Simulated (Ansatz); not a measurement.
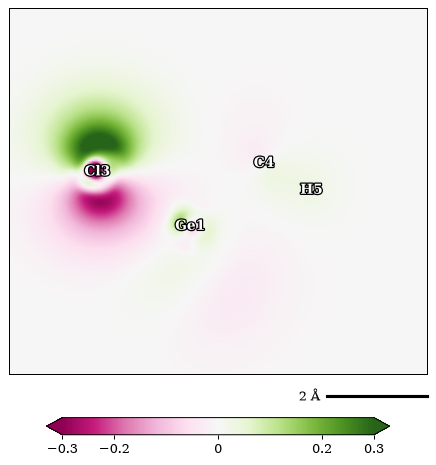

Figure. CH4Cl2Ge. The HOMO−1 on the plane of atoms Ge1, C4 and H5 (values in Å⁻³ᐟ²; the overall sign is arbitrary).

All numbers below come from RHF/def2-SVP (Ansatz 0.2.0).

Input

```
crystal:
  periodic: [false, false, false]
  atoms:
    - { symbol: Ge, position_ang: [0.0, 0.0, 0.0] }
    - { symbol: H, position_ang: [0.0, 0.0, 1.55] }
    - { symbol: Cl, position_ang: [2.0935, 0.0, -0.7393] }
    - { symbol: C, position_ang: [-0.9232, 1.5994, -0.6527] }
    - { symbol: H, position_ang: [-1.9758, 1.3458, -0.8971] }
    - { symbol: H, position_ang: [-0.9048, 2.384, 0.1322] }
    - { symbol: H, position_ang: [-0.4128, 1.976, -1.5636] }
    - { symbol: Cl, position_ang: [-1.0456, -1.8115, -0.7393] }
basis:
  gaussian: { orbitals: def2-SVP }
hamiltonian:
  xc: hf
relax:
  f_tol: 0.02
  max_steps: 40
output:
  orbitals: {}
```

Launched as:

```sh
ansatz run input.yaml --threads 2 --pin off --max-ram 3072MiB --backend cpu --events-out ev --progress --plain --runs-dir out
```

The fields are those of the relaxed geometry.

### What is the character of this orbital?

It lies mainly on Cl3 (about 45 %) and Cl8 (about 45 %); largely a combination of lone pairs on Cl3 and Cl8. Its energy is −12.16 eV.
